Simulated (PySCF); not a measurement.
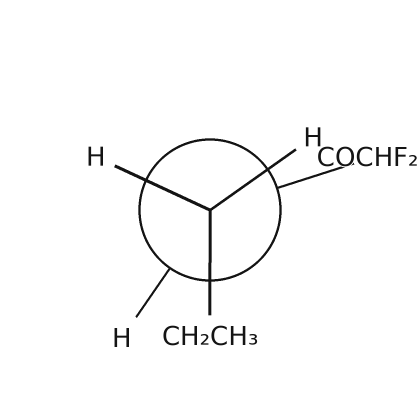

A Newman projection along the C–N bond, carbon in front; angles are drawn as computed, but eclipsed bonds slightly apart. Geometry: a frame of a GFN2-xTB molecular-dynamics simulation, not a minimum.

> Which molecule is it?

C5H9F2NO, CCCNC(=O)C(F)F

> What is the torsion angle from the front CH2CH3 to the back COCHF2? The sign is positive where the front bond must turn clockwise to cover the back bond.

−116°, anticlinal.
